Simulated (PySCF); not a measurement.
```xyz
21

Sn    0.3825   -0.1420    0.0994
C     0.1683    0.1361    2.1900
C    -0.8206    0.9087    2.6485
H     0.8594   -0.3576    2.8824
H    -1.5182    1.4085    1.9672
H    -0.9717    1.0725    3.7227
C     2.2214    0.2993   -0.8594
C     3.0728    1.2049   -0.3714
H     2.4658   -0.2480   -1.7770
H     2.8708    1.7689    0.5466
H     4.0232    1.4311   -0.8706
O    -1.1115    0.9987   -0.5629
C    -1.3894    1.1073   -1.9263
H    -0.5430    1.5229   -2.5100
H    -2.2449    1.7916   -2.0656
H    -1.6647    0.1395   -2.3909
O    -0.0328   -1.9950   -0.4877
C    -1.2304   -2.6118   -0.1168
H    -1.4176   -2.5832    0.9755
H    -1.1918   -3.6743   -0.4136
H    -2.1147   -2.1622   -0.6096
```

Geometry: PBE0-D3(BJ)/def2-SVP; core potentials replace the inner electrons of Sn.

Method: PySCF 2.14.0, CAM-B3LYP/def2-SVPD, SCF density, gas phase, scalar-relativistic core potentials on the heavy atoms.

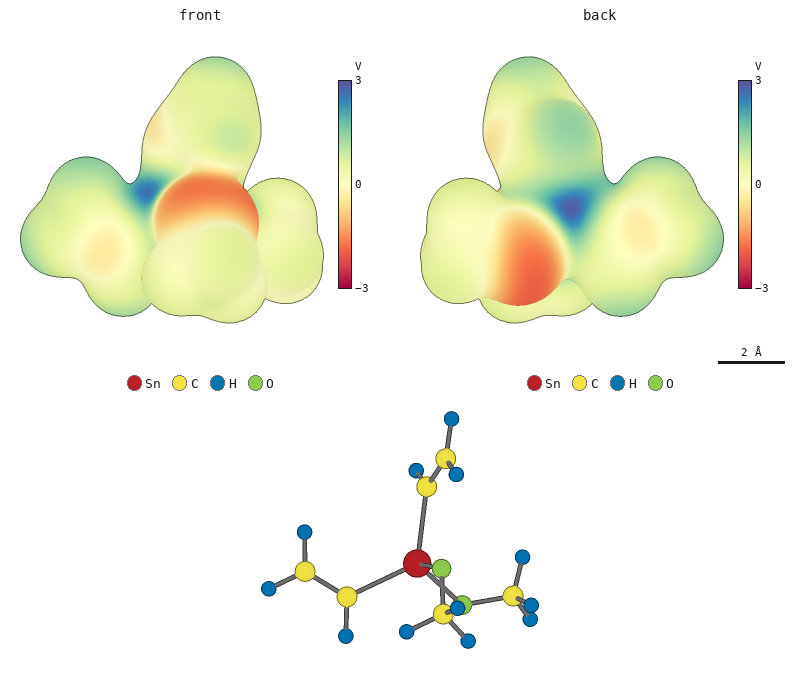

C6H12O2Sn (Sn(vinyl)2(OMe)2). The electrostatic potential painted on the density surface at 0.004 e/bohr³, seen from the front and from behind; red is negative and blue positive. The bare structure is drawn below in the same view.

**Where is the surface potential most negative and most positive?**

The most negative region (about −1.9 V) lies over O17, the most positive (about +2.5 V) over Sn1. O17 is the likeliest acceptor of a hydrogen bond.

**What dipole moment does the calculation give?**

Its dipole moment is 1.77 D.
